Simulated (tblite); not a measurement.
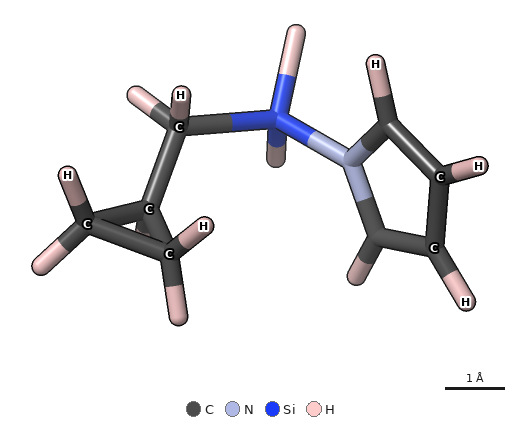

Starting structure of C₈H₁₃NSi. The picture is a stick view, seen at a tilt.

The calculation used tblite 0.8.0, GFN2-xTB geometry optimisation, gas phase.

```xyz
23

C     2.7683   -1.1951    0.6224
C     2.9262    0.1081    1.1608
C     2.1804    0.9715    0.4203
N     1.5528    0.2484   -0.5663
Si    0.4516    0.8973   -1.7619
C    -1.2956    1.0272   -1.0818
C    -1.9438   -0.2729   -0.7123
C    -3.0838   -0.2745    0.2755
C    -1.7590   -0.8693    0.6681
C     1.8959   -1.0788   -0.4458
H     3.2116   -2.1120    0.9712
H     3.5399    0.3699    2.0231
H     2.0307    2.0475    0.5202
H     0.4510    0.0298   -2.9831
H     0.9123    2.2613   -2.1826
H    -1.9194    1.5188   -1.8218
H    -1.2656    1.7038   -0.2099
H    -2.0277   -0.9629   -1.5505
H    -3.9130   -0.9591    0.0954
H    -3.3825    0.6574    0.7386
H    -1.6917   -1.9383    0.7545
H    -1.1696   -0.3254    1.3979
H     1.5262   -1.8256   -1.1148
```

Q: Where does the relaxation end?

A: Over 80 geometry steps the energy falls by 13.0 kJ/mol. The largest move after the best rigid fit is that of H22, 0.38 Å. Largest moves by element: H 0.38 Å, C 0.26 Å, Si 0.09 Å, N 0.09 Å. Near-neighbour distances that change, for instance: Si5–H14 1.498 → 1.463 Å, Si5–C6 1.879 → 1.907 Å, C1–C10 1.384 → 1.361 Å, C2–H12 1.090 → 1.073 Å. Among the angles between lasting bonds that change: H14–Si5–H15 107.3° → 112.4°, N4–Si5–H14 110.0° → 105.5°, N4–Si5–H15 109.6° → 106.6°.

Step by step:

| step | E − E(0), kJ/mol |
| --- | --- |
| 0 | 0.00 |
| 1 | -5.74 |
| 2 | -8.17 |
| 3 | -9.31 |
| 4 | -9.72 |
| 5 | -10.07 |
| 6 | -10.31 |
| 7 | -10.66 |
| 8 | -10.97 |
| 9 | -11.19 |
| 10 | -11.30 |
| 14 | -11.52 |
| 17 | -11.59 |
| 21 | -11.68 |
| 25 | -11.83 |
| 28 | -11.92 |
| 32 | -11.99 |
| 36 | -12.06 |
| 39 | -12.13 |
| 43 | -12.21 |
| 47 | -12.27 |
| 51 | -12.35 |
| 54 | -12.41 |
| 58 | -12.60 |
| 62 | -12.80 |
| 65 | -12.89 |
| 69 | -12.95 |
| 73 | -12.98 |
| 76 | -13.01 |
| 80 | -13.03 |

The structure at the end:

```xyz
23

C     2.5451   -1.2146    0.6808
C     2.7303    0.0776    1.2270
C     2.0691    0.9469    0.4151
N     1.4828    0.2588   -0.6139
Si    0.4359    0.9365   -1.8434
C    -1.3332    1.0922   -1.1487
C    -1.9118   -0.2417   -0.7327
C    -2.9035   -0.3170    0.3891
C    -1.5150   -0.8517    0.5767
C     1.7816   -1.0654   -0.4357
H     2.9368   -2.1328    1.0732
H     3.2885    0.3209    2.1102
H     1.9697    2.0129    0.4798
H     0.4998    0.0050   -2.9695
H     0.9818    2.2539   -2.1761
H    -1.9876    1.5504   -1.8933
H    -1.3301    1.7600   -0.2844
H    -2.0653   -0.9245   -1.5604
H    -3.7204   -1.0189    0.3137
H    -3.1676    0.5987    0.8969
H    -1.3765   -1.9209    0.6316
H    -0.8368   -0.2995    1.2100
H     1.4217   -1.7997   -1.1287
```

After the run, drawn alike:

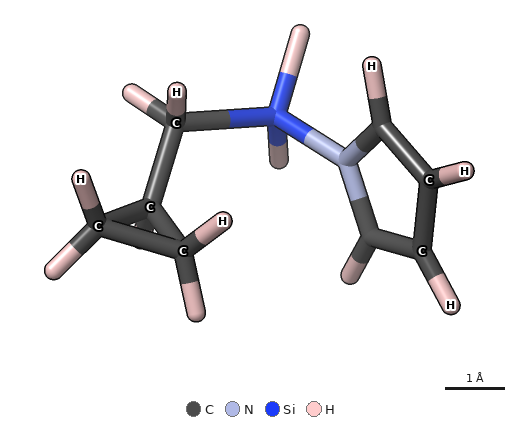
